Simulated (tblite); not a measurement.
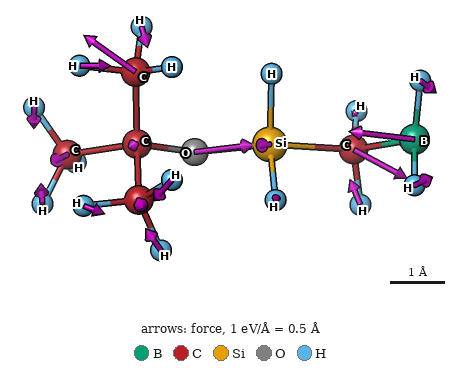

Starting geometry of C5H15BOSi with the computed forces as purple arrows. The picture is a ball-and-stick view, seen face on.

Theory: tblite 0.8.0, GFN2-xTB geometry optimisation, gas phase. 

Question: What follows when this structure is relaxed?

Answer: It isn't relaxed: the largest force vector, on the B atom, is 2.68 eV/Å. The final displacements have little in common with the starting forces (cosine between the two patterns 0.22). The largest move after the best rigid fit is that of an H atom, 1.50 Å. By element the largest moves are H 1.50 Å, O 0.68 Å, Si 0.52 Å, C 0.48 Å, B 0.42 Å. Some distances before and after: C–Si 2.866 → 3.297 Å, O–Si 1.705 → 1.612 Å, B–C 1.611 → 1.537 Å, C–H 1.137 → 1.086 Å. Among the angles between lasting bonds that change: Si–O–C 107.6° → 133.0°, C–Si–O 113.6° → 101.8°, B–C–H 105.6° → 114.8°. Groups turn about C–C by about 55°, C–C by about 20°. After 107 geometry steps the energy has fallen by 38.8 kcal/mol. Cost: 1.6 s on 1 thread of Arm Neoverse N1, with other jobs on the host.
